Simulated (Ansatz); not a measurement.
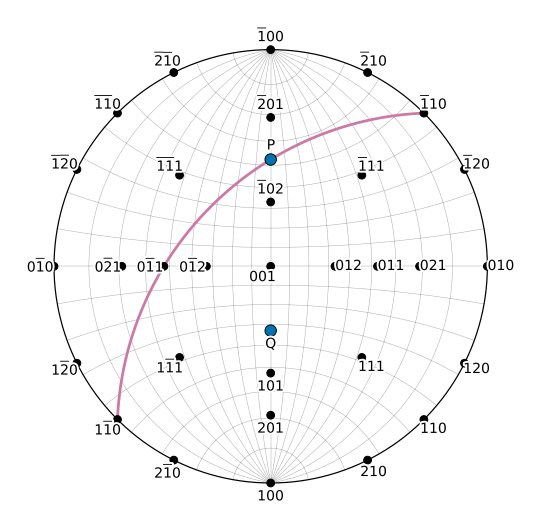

Stereographic projection of plane normals (upper hemisphere) centred on (0 0 1). Crystal: YBe₂Al₂Au, the end point of a relaxation with DFT PBE, scalar-relativistic, plane waves, PAW in Ansatz; the starting structure was generated, so it need not be a known form of this composition. Symmetry computed with spglib at a tolerance of 0.002 Å; standard conventional cell.

a = 4.379 Å, b = 4.379 Å, c = 5.701 Å, α = 90.00°, β = 90.00°, γ = 90.00°.

Index the poles marked P, Q.

Answer. P is (−1 0 1), 52.5° from the centre; Q is (1 0 2), 33.1° from the centre.

Which zone does the coloured great circle trace?

Answer. The zone [1 1 1]: its poles satisfy h + k + l = 0.

What is the angle between the normals of (1 0 0) and (−2 0 1), and what are their d_hkl = 1/|g|?

Answer. 159.0°; d = 4.379 Å and 2.044 Å.
